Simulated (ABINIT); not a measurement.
# Quasiparticle gap of FeAs2 (Lollingite) in ABINIT

Aim: the G0W0 gap of FeAs2 (Lollingite) on LDA, step by step.

Program: ABINIT 10.8.3. Level of theory: LDA and many-body steps on it, plane waves. Results are calculated unless marked as measured.

**The experiments to reproduce.**

- Gap 200 meV: transport activation gap from resistivity above 200 K; electrical resistivity, thermal activation fit; bulk crystal (single crystal grown by chemical vapor transport) (“Highly Dispersive Electron Relaxation and Colossal Thermoelectricity in the Correlated Semiconductor FeSb2”, 2013, arxiv:1309.3048).

## Step 1: The structure

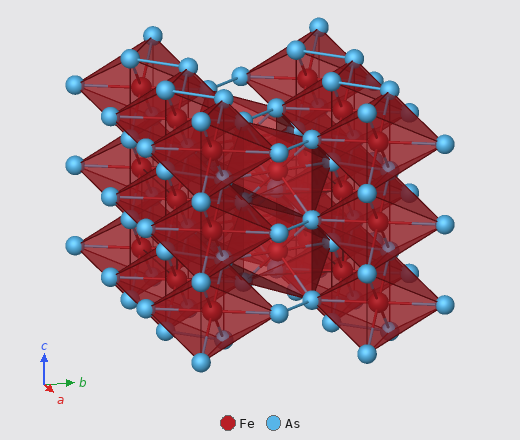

The cell as given, slightly off an axis (iron red, arsenic blue). 2×1×2 cells are drawn. Some periodic images of atoms are drawn too.

The cell and positions come from the Crystallography Open Database and are kept as given unless a step says otherwise.

## Step 2: Ground state

This step: ABINIT 10.8.3; DFT, LDA, plane waves, norm-conserving pseudopotentials.

The ground-state density comes first.

run.abi

```
acell 3*1.0 Angstrom
rprim 
  5.301200000000 0.000000000000 0.000000000000
  0.000000000000 5.985800000000 0.000000000000
  0.000000000000 0.000000000000 2.882200000000
ntypat 2
znucl 26 33
natom 6
typat 1 1 2 2 2 2
xred 
  0.000000000000 0.000000000000 -0.000000000000
  0.500000000000 0.500000000000 0.500000000000
  0.176300000000 0.362400000000 -0.000000000000
  0.823700000000 0.637600000000 -0.000000000000
  0.676300000000 0.137600000000 0.500000000000
  0.323700000000 0.862400000000 0.500000000000
pp_dirpath "pseudos"
pseudos "Fe.upf, As.upf"
ecut 65
ngkpt 4 4 6
nshiftk 1
shiftk 0 0 0
kptopt 1
chksymbreak 0
nband 69
occopt 1
tolvrs 1e-08
nstep 60
prtwf 0
indata_prefix "in"
outdata_prefix "out"
tmpdata_prefix "tmp"
```

The run is started by

```sh
> OMP_NUM_THREADS=1 mpirun -n 8 abinit run.abi > log
```

Numbers of over 12 decimals in the logs are rounded to 6 here.

Log:

```text
.Version 10.8.3 of ABINIT. v10.8.2 released Aug 2026.

 Symmetries : space group Pn n m (# 58); Bravais oP (primitive ortho.)
================================================================================
 Values of the parameters that define the memory need of the present run
     intxc =       0    ionmov =       0      iscf =       7    lmnmax =       6
     lnmax =       6     mgfft =      90  mpssoang =       3    mqgrid =    4106
     natom =       6  nloc_mem =       1    nspden =       1   nspinor =       1
    nsppol =       1      nsym =       8    n1xccc =    2501    ntypat =       2
    occopt =       1   xclevel =       1
-    mband =          69        mffmem =           1         mkmem =           5
       mpw =       15484          nfft =      270000          nkpt =          36
================================================================================
  Rough estimation (10% accuracy) of disk space for files :
================================================================================

--------------------------------------------------------------------------------
------------- Echo of variables that govern the present computation ------------
--------------------------------------------------------------------------------
 -outvars: echo values of preprocessed input variables --------
            acell      1.8897261259E+00  1.8897261259E+00  1.8897261259E+00 Bohr

      chksymbreak           0
             ecut      6.50000000E+01 Hartree
-          fftalg         312

              ixc       -1012
              kpt      0.00000000E+00  0.00000000E+00  0.00000000E+00
                       2.50000000E-01  0.00000000E+00  0.00000000E+00
                       5.00000000E-01  0.00000000E+00  0.00000000E+00
                       0.00000000E+00  2.50000000E-01  0.00000000E+00
                       2.50000000E-01  2.50000000E-01  0.00000000E+00
                       5.00000000E-01  2.50000000E-01  0.00000000E+00
                       0.00000000E+00  5.00000000E-01  0.00000000E+00
                       2.50000000E-01  5.00000000E-01  0.00000000E+00
                       5.00000000E-01  5.00000000E-01  0.00000000E+00
   [... 25 further rows ...]
                       2.50000000E-01  5.00000000E-01  5.00000000E-01
                       5.00000000E-01  5.00000000E-01  5.00000000E-01
         kptrlatt        4    0    0      0    4    0      0    0    6
          kptrlen      3.26794118E+01
P           mkmem           5
            natom           6
            nband          69
            ngfft          75      90      40
             nkpt          36
            nstep          60
             nsym           8
           ntypat           2
              occ      2.000000  2.000000  2.000000  2.000000  2.000000  2.000000
                       2.000000  2.000000  2.000000  2.000000  2.000000  2.000000
                       2.000000  2.000000  2.000000  2.000000  2.000000  2.000000
                       2.000000  2.000000  2.000000  2.000000  2.000000  2.000000
                       2.000000  2.000000  2.000000  2.000000  2.000000  2.000000
                       2.000000  2.000000  2.000000  2.000000  2.000000  2.000000
                       2.000000  2.000000  2.000000  2.000000  2.000000  2.000000
                       2.000000  2.000000  2.000000  2.000000  2.000000  2.000000
                       2.000000  2.000000  2.000000  2.000000  2.000000  2.000000
                       2.000000  2.000000  2.000000  2.000000  2.000000  2.000000
                       2.000000  2.000000  0.000000  0.000000  0.000000  0.000000
[...]
prtwf           0
            rprim      5.3012000000E+00  0.0000000000E+00  0.0000000000E+00
[...]
spgroup          58

           tolvrs      1.00000000E-08

             xred      0.0000000000E+00  0.0000000000E+00  0.0000000000E+00
[...]
znucl       26.00000   33.00000

================================================================================

 chkinp: Checking input parameters for consistency.

================================================================================
== DATASET  1 ==================================================================
-   mpi_nproc: 8, omp_nthreads: 1 (-1 if OMP is not activated)

--- !DatasetInfo
iteration_state: {dtset: 1, }
dimensions: {natom: 6, nkpt: 36, mband: 69, nsppol: 1, nspinor: 1, nspden: 1, mpw: 15484, }
cutoff_energies: {ecut:  65.0, pawecutdg:  -1.0, }
electrons: {nelect:   1.24000000E+02, charge:   0.00000000E+00, occopt:   1.00000000E+00, tsmear:   1.00000000E-02, }

 Real(R)+Recip(G) space primitive vectors, cartesian coordinates (Bohr,Bohr^-1):
 R(1)= 10.0178161  0.0000000  0.0000000  G(1)=  0.0998222  0.0000000  0.0000000
 R(2)=  0.0000000 11.3115226  0.0000000  G(2)=  0.0000000  0.0884054  0.0000000
 R(3)=  0.0000000  0.0000000  5.4465686  G(3)=  0.0000000  0.0000000  0.1836018
 Unit cell volume ucvol=  6.1718748E+02 bohr^3
 Angles (23,13,12)=  9.00000000E+01  9.00000000E+01  9.00000000E+01 degrees

 getcut: wavevector=  0.0000  0.0000  0.0000  ngfft=  75  90  40
         ecut(hartree)=     65.000   => boxcut(ratio)=   2.02356

--- Pseudopotential description ------------------------------------------------
[...]
Cartesian components of stress tensor (hartree/bohr^3)
  sigma(1 1)=  3.34225539E-04  sigma(3 2)=  0.00000000E+00
  sigma(2 2)=  3.33584236E-04  sigma(3 1)=  0.00000000E+00
  sigma(3 3)=  2.82512820E-04  sigma(2 1)=  0.00000000E+00

--- !ResultsGS
iteration_state: {dtset: 1, }
comment   : Summary of ground state results
lattice_vectors:
- [ 10.0178161,   0.0000000,   0.0000000, ]
- [  0.0000000,  11.3115226,   0.0000000, ]
- [  0.0000000,   0.0000000,   5.4465686, ]
lattice_lengths: [  10.01782,   11.31152,    5.44657, ]
lattice_angles: [ 90.000,  90.000,  90.000, ] # degrees, (23, 13, 12)
lattice_volume:   6.1718748E+02
convergence: {deltae:  5.684E-12, res2:  6.298E-11, residm:  2.239E-04, diffor: null, }
etotal    :  -1.48588661E+03
entropy   :   0.00000000E+00
fermie    :   3.61204650E-01
cartesian_stress_tensor: # hartree/bohr^3
- [  3.34225539E-04,   0.00000000E+00,   0.00000000E+00, ]
- [  0.00000000E+00,   3.33584236E-04,   0.00000000E+00, ]
- [  0.00000000E+00,   0.00000000E+00,   2.82512820E-04, ]
pressure_GPa:  -9.3198E+00
xred      :
- [  0.0000E+00,   0.0000E+00,   0.0000E+00, Fe]
- [  5.0000E-01,   5.0000E-01,   5.0000E-01, Fe]
- [  1.7630E-01,   3.6240E-01,   0.0000E+00, As]
- [  8.2370E-01,   6.3760E-01,   0.0000E+00, As]
- [  6.7630E-01,   1.3760E-01,   5.0000E-01, As]
- [  3.2370E-01,   8.6240E-01,   5.0000E-01, As]
cartesian_forces: # hartree/bohr
- [  1.44560290E-19,  -0.00000000E+00,  -0.00000000E+00, ]
- [  1.44560290E-19,  -0.00000000E+00,  -0.00000000E+00, ]
- [  7.64850232E-03,  -3.13011043E-03,  -0.00000000E+00, ]
- [ -7.64850232E-03,   3.13011043E-03,  -0.00000000E+00, ]
- [  7.64850232E-03,   3.13011043E-03,  -5.79345241E-31, ]
- [ -7.64850232E-03,  -3.13011043E-03,   5.79345241E-31, ]
force_length_stats: {min:   1.44560290E-19, max:   8.26421074E-03, mean:   5.50947383E-03, }

 Integrated electronic density in atomic spheres:
 ------------------------------------------------
 Atom  Sphere_radius  Integrated_density
[...]
================================================================================

 ----iterations are completed or convergence reached----

 Mean square residual over all n,k,spin=   28.870E-08; max=  22.387E-05
 reduced coordinates (array xred) for    6 atoms
[...]
0.500000000000      0.500000000000      0.500000000000
       0.176300000000      0.362400000000      0.000000000000
       0.823700000000      0.637600000000      0.000000000000
       0.676300000000      0.137600000000      0.500000000000
       0.323700000000      0.862400000000      0.500000000000
 rms dE/dt=  3.9790E-02; max dE/dt=  7.6621E-02; dE/dt below (all hartree)
    1       0.000000000000      0.000000000000      0.000000000000
    2       0.000000000000      0.000000000000      0.000000000000
    3      -0.076621290018      0.035406315039      0.000000000000
    4       0.076621290018     -0.035406315039      0.000000000000
    5      -0.076621290018     -0.035406315039      0.000000000000
    6       0.076621290018      0.035406315039     -0.000000000000

 cartesian coordinates (angstrom) at end:
    1      0.000000     0.000000     0.000000
    2      2.650600     2.992900     1.441100
    3      0.934602     2.169254     0.000000
    4      4.366598     3.816546     0.000000
[...]
cartesian forces (hartree/bohr) at end:
[...]
frms,max,avg= 3.8957863E-03 7.6485023E-03   0.000E+00  0.000E+00  0.000E+00 h/b

 cartesian forces (eV/Angstrom) at end:
[...]
2      0.000000    -0.000000    -0.000000
    3      0.393302    -0.160957    -0.000000
    4     -0.393302     0.160957    -0.000000
    5      0.393302     0.160957    -0.000000
    6     -0.393302    -0.160957     0.000000
 frms,max,avg= 2.0032939E-01 3.9330180E-01   0.000E+00  0.000E+00  0.000E+00 e/A
 length scales=  1.889726125908  1.889726125908  1.889726125908 bohr
              =  1.000000000000  1.000000000000  1.000000000000 angstroms
 prteigrs : about to open file out_EIG
 Fermi (or HOMO) energy (hartree) =   0.36120   Average Vxc (hartree)=  -0.47115
 Eigenvalues (hartree) for nkpt=  36  k points:
 kpt#   1, nband= 69, wtk=  0.01042, kpt=  0.0000  0.0000  0.0000 (reduced coord)
  -6.40301   -6.40301   -6.40300   -6.40300   -4.34398   -4.34398   -4.34398   -4.34398
  -4.34266   -4.34266   -4.34256   -4.34256   -4.33960   -4.33960   -4.33959   -4.33959
  -2.78712   -2.78712   -1.56074   -1.56073   -1.55902   -1.55902   -1.54676   -1.54674
  -0.94760   -0.94749   -0.94577   -0.94555   -0.94548   -0.94546   -0.94460   -0.94447
  -0.94277   -0.94266   -0.94265   -0.94249   -0.94241   -0.94231   -0.94224   -0.94212
  -0.94126   -0.94101   -0.94043   -0.94021   -0.16722   -0.07524   -0.03892   -0.02147
   0.13322    0.16701    0.21371    0.23118    0.24408    0.26152    0.30016    0.31451
   0.32071    0.32119    0.34054    0.35310    0.35576    0.35872    0.41917    0.45135
   0.51488    0.53367    0.53442    0.54098    0.59542
 prteigrs : prtvol=0 or 1, do not print more k-points.

--- !EnergyTerms
iteration_state     : {dtset: 1, }
comment             : Components of total free energy in Hartree
kinetic             :  6.65213465753009E+02
hartree             :  5.15377514202815E+02
xc                  : -1.59518932524917E+02
Ewald energy        : -7.86265375186903E+02
psp_core            :  2.57309298914361E+01
local_psp           : -1.42351617850264E+03
non_local_psp       : -3.22908031766286E+02
total_energy        : -1.48588660813348E+03
total_energy_eV     : -4.04330344116508E+04
band_energy         : -2.15578591952524E+02

 Cartesian components of stress tensor (hartree/bohr^3)
  sigma(1 1)=  3.34225539E-04  sigma(3 2)=  0.00000000E+00
  sigma(2 2)=  3.33584236E-04  sigma(3 1)=  0.00000000E+00
  sigma(3 3)=  2.82512820E-04  sigma(2 1)=  0.00000000E+00

-Cartesian components of stress tensor (GPa)         [Pressure= -9.3198E+00 GPa]
- sigma(1 1)=  9.83325484E+00  sigma(3 2)=  0.00000000E+00
- sigma(2 2)=  9.81438707E+00  sigma(3 1)=  0.00000000E+00
- sigma(3 3)=  8.31181411E+00  sigma(2 1)=  0.00000000E+00

== END DATASET(S) ==============================================================
================================================================================

 -outvars: echo values of variables after computation  --------
           etotal     -1.4858866081E+03
            nband          69
             nkpt          36
          spgroup          58
 [... the other variables as echoed above ...]

 Calculation completed.
```

Wall time 11 min (8 MPI ranks of Arm Neoverse V2, shared host); peak memory 1.6 GiB; 85 min of CPU time.

Numbers from this step:

| Item | Value |
| --- | --- |
| total energy | -40433.0344 eV |
| gap | 0.2389 eV |
| k of the valence top | 0, 0.5, 0.1667 |
| k of the conduction bottom | 0, 0, 0.3333 |
| least direct gap | 0.4503 eV |
| pressure | -9.320 GPa |

The gap is indirect, with the least direct gap 0.21 eV higher.

The cutoff was set for levels, not for stress, so the pressure can be off by some GPa.

## Step 3: Empty states on the mesh, 2×2×4 mesh, 300 bands

The sums over transitions need many empty states on a uniform mesh; this step solves for them.

Edit run.abi of step 2 so:

```diff
@@ -19,3 +19,3 @@
 ecut 65
-ngkpt 4 4 6
+ngkpt 2 2 4
 nshiftk 1
@@ -24,7 +24,10 @@
 chksymbreak 0
-nband 69
-occopt 1
-tolvrs 1e-08
+iscf -2
+irdden 1
+istwfk *1
+nband 300
+nbdbuf 26
+tolwfr 1e-09
 nstep 60
-prtwf 0
+prtvol 0
 indata_prefix "in"
```

Log:

```text
.Version 10.8.3 of ABINIT. v10.8.2 released Aug 2026.

 Symmetries : space group Pn n m (# 58); Bravais oP (primitive ortho.)
[... echo of the input left out ...]
== DATASET  1 ==================================================================
-   mpi_nproc: 8, omp_nthreads: 1 (-1 if OMP is not activated)
-    --> not optimal distribution: autoparal keyword recommended in input file <--

--- !DatasetInfo
iteration_state: {dtset: 1, }
dimensions: {natom: 6, nkpt: 12, mband: 300, nsppol: 1, nspinor: 1, nspden: 1, mpw: 15496, }
cutoff_energies: {ecut:  65.0, pawecutdg:  -1.0, }
electrons: {nelect:   1.24000000E+02, charge:   0.00000000E+00, occopt:   1.00000000E+00, tsmear:   1.00000000E-02, }

 Real(R)+Recip(G) space primitive vectors, cartesian coordinates (Bohr,Bohr^-1):
 R(1)= 10.0178161  0.0000000  0.0000000  G(1)=  0.0998222  0.0000000  0.0000000
 R(2)=  0.0000000 11.3115226  0.0000000  G(2)=  0.0000000  0.0884054  0.0000000
 R(3)=  0.0000000  0.0000000  5.4465686  G(3)=  0.0000000  0.0000000  0.1836018
 Unit cell volume ucvol=  6.1718748E+02 bohr^3
 Angles (23,13,12)=  9.00000000E+01  9.00000000E+01  9.00000000E+01 degrees

 getcut: wavevector=  0.0000  0.0000  0.0000  ngfft=  75  90  40
         ecut(hartree)=     65.000   => boxcut(ratio)=   2.02356

--- Pseudopotential description ------------------------------------------------
- Fe Generated using ONCVPSP code by D. R. Hamann
- 26.00000  16.00000  180309                  znucl, zion, pspdat
12 -1012 2 -1 1408                            pspcod,pspxc,lmax,lloc,mmax
     nproj     2     2     2
  pspatm : epsatm=   14.62541472
         --- l  ekb(1:nproj) -->
             0   16.534884    1.886547
             1    1.682161   -0.540477
             2   -7.784076   -2.323469
 pspatm: atomic psp has been read  and splines computed

- As Generated using ONCVPSP code by D. R. Hamann
- 33.00000  23.00000  180309                  znucl, zion, pspdat
12 -1012 2 -1 1326                            pspcod,pspxc,lmax,lloc,mmax
     nproj     2     2     2
  pspatm : epsatm=   24.70505022
         --- l  ekb(1:nproj) -->
[...]
pspatm: atomic psp has been read  and splines computed

--------------------------------------------------------------------------------

================================================================================
 prteigrs : about to open file out_EIG
 Non-SCF case, kpt    1 (  0.00000  0.00000  0.00000), residuals and eigenvalues=
  6.10E-10  6.65E-10  7.28E-10  5.85E-10  2.01E-10  2.63E-10  2.19E-10  2.35E-10
  2.36E-10  2.30E-10  3.04E-10  2.90E-10  3.07E-10  3.22E-10  2.70E-10  2.41E-10
  1.61E-10  9.28E-10  6.67E-10  5.71E-10  6.34E-10  4.97E-10  5.99E-10  5.58E-10
[...]
2.26E-04  2.26E-03  1.44E-03  1.26E-03
 -6.4030E+00 -6.4030E+00 -6.4030E+00 -6.4030E+00 -4.3440E+00 -4.3440E+00
 -4.3440E+00 -4.3440E+00 -4.3427E+00 -4.3427E+00 -4.3426E+00 -4.3426E+00
 -4.3396E+00 -4.3396E+00 -4.3396E+00 -4.3396E+00 -2.7871E+00 -2.7871E+00
[...]
3.7892E+00  3.7969E+00  3.8143E+00  3.8190E+00  3.8202E+00  3.8227E+00
  3.8350E+00  3.8737E+00  3.8788E+00  3.8820E+00  3.8896E+00  3.9382E+00
 prteigrs : prtvol=0 or 1, do not print more k-points.

--- !ResultsGS
iteration_state: {dtset: 1, }
comment   : Summary of ground state results
lattice_vectors:
- [ 10.0178161,   0.0000000,   0.0000000, ]
- [  0.0000000,  11.3115226,   0.0000000, ]
- [  0.0000000,   0.0000000,   5.4465686, ]
lattice_lengths: [  10.01782,   11.31152,    5.44657, ]
lattice_angles: [ 90.000,  90.000,  90.000, ] # degrees, (23, 13, 12)
lattice_volume:   6.1718748E+02
convergence: {deltae:  0.000E+00, res2:  0.000E+00, residm:  9.981E-10, diffor:  0.000E+00, }
etotal    :  -1.48588661E+03
entropy   :   0.00000000E+00
fermie    :   3.61204650E-01
cartesian_stress_tensor: null
pressure_GPa: null
xred      :
- [  0.0000E+00,   0.0000E+00,   0.0000E+00, Fe]
- [  5.0000E-01,   5.0000E-01,   5.0000E-01, Fe]
- [  1.7630E-01,   3.6240E-01,   0.0000E+00, As]
- [  8.2370E-01,   6.3760E-01,   0.0000E+00, As]
- [  6.7630E-01,   1.3760E-01,   5.0000E-01, As]
- [  3.2370E-01,   8.6240E-01,   5.0000E-01, As]
cartesian_forces: null
force_length_stats: {min: null, max: null, mean: null, }

 Integrated electronic density in atomic spheres:
 ------------------------------------------------
 Atom  Sphere_radius  Integrated_density
[...]
================================================================================

 ----iterations are completed or convergence reached----

 Mean square residual over all n,k,spin=   41.400E-11; max=  99.808E-11
 reduced coordinates (array xred) for    6 atoms
[...]
0.676300000000      0.137600000000      0.500000000000
       0.323700000000      0.862400000000      0.500000000000

 cartesian coordinates (angstrom) at end:
    1      0.000000     0.000000     0.000000
    2      2.650600     2.992900     1.441100
[...]
6      1.715998     5.162154     1.441100
 length scales=  1.889726125908  1.889726125908  1.889726125908 bohr
              =  1.000000000000  1.000000000000  1.000000000000 angstroms
 prteigrs : about to open file out_EIG
 Eigenvalues (hartree) for nkpt=  12  k points:
 kpt#   1, nband=300, wtk=  0.06250, kpt=  0.0000  0.0000  0.0000 (reduced coord)
[...]
3.66876    3.70970    3.71384    3.72691    3.73220    3.74040    3.75220    3.76285
   3.78922    3.79687    3.81430    3.81899    3.82019    3.82267    3.83500    3.87368
   3.87876    3.88196    3.88956    3.93822
 prteigrs : prtvol=0 or 1, do not print more k-points.

== END DATASET(S) ==============================================================
================================================================================

 -outvars: echo values of variables after computation  --------
            nband         300
             nkpt          12
          spgroup          58
 [... the other variables as echoed above ...]

 Calculation completed.
```

The job ended after 8.8 min (8 MPI ranks; peak memory 1.9 GiB).

Numbers from this step:

```
gap                                                           : 0.2727 eV
k of the valence top                                          : 0, 0.5, 0.25
k of the conduction bottom                                    : 0, 0, 0.25
least direct gap                                              : 0.5777 eV
k points computed                                             : 12
lowest point of the top converged band, above the valence top : 87.7548 eV
```

On this mesh the gap is 0.273 eV. The earlier step found 0.239 eV, so this mesh misses an edge.

(Part 1 of 2 ends here.)

[Paths, hosts, dates, memory and timing lines, banners, echoed tables and standing remarks are left out of the program output.]

[Logs are printed without paths, hosts, clocks, repeated set-up lines and the standing remarks that a program may print on its own settings, such as how far it seeks lower states.]

[Runs of the session that timed out or met a known fault of the program may be left out.]

[Hosts, paths, dates, database ids (printed as entryN), source tags and the programs' standing remarks are cut or masked in the printed files.]

[G0W0 gaps are taken among the corrected bands and points alone; a level outside them can change the order at an edge.]

[Where Ansatz stands beside ABINIT at settings called matched, ABINIT's density can come from a denser mesh and the files from another edition; pairs whose starting gaps differed by over 0.03 eV were left out, so agreement reads better than it is.]
